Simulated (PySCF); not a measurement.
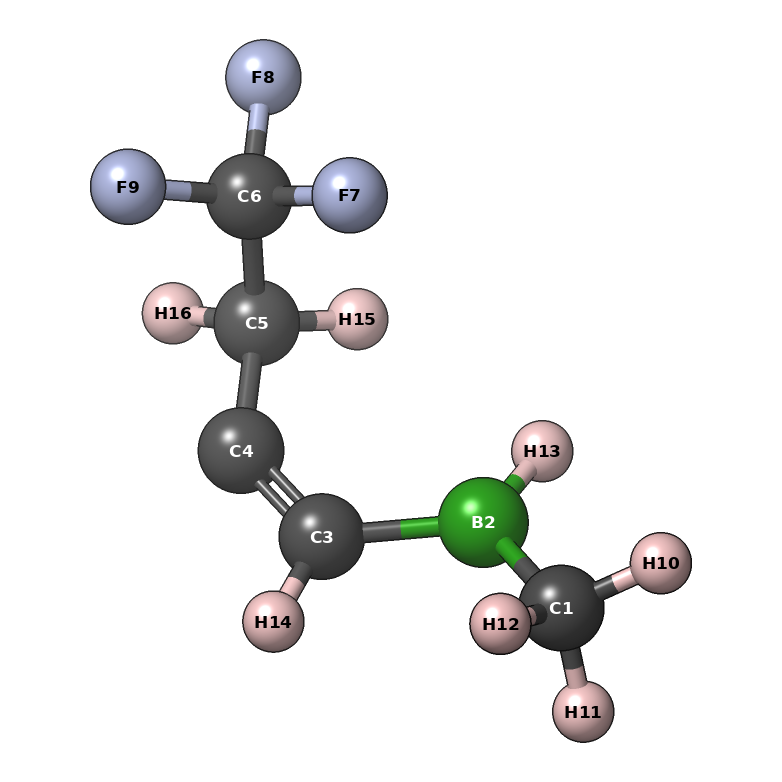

The species is neutral and a spin doublet. Computed geometry: GFN2-xTB optimisation. No frequency run is at hand to confirm it as a minimum. Properties computed with UKS B3LYP, pcH-1 on B C F H, non-relativistic (PySCF 2.14.0).

Give the isotropic hyperfine couplings (Fermi-contact term alone) of C1, B2, C3, C4, C5, C6, F7, F8, F9, H10, H11, H12, H13, H14, H15, H16.

| atom | isotope | a_iso (MHz) |
| --- | --- | --- |
| C1 | 13C | 3.5 |
| B2 | 11B | 62.0 |
| C3 | 13C | −21.5 |
| C4 | 13C | 309.6 |
| C5 | 13C | 27.0 |
| C6 | 13C | 4.9 |
| F7 | 19F | −2.6 |
| F8 | 19F | 8.5 |
| F9 | 19F | 2.5 |
| H10 | 1H | 5.9 |
| H11 | 1H | −4.2 |
| H12 | 1H | −0.6 |
| H13 | 1H | −2.3 |
| H14 | 1H | 127.4 |
| H15 | 1H | 94.2 |
| H16 | 1H | 56.1 |

The geometry is semi-empirical. Around B such bond lengths and angles can be off by a tenth of an ångström or more and by several degrees, and values that hang on the shape move with them.
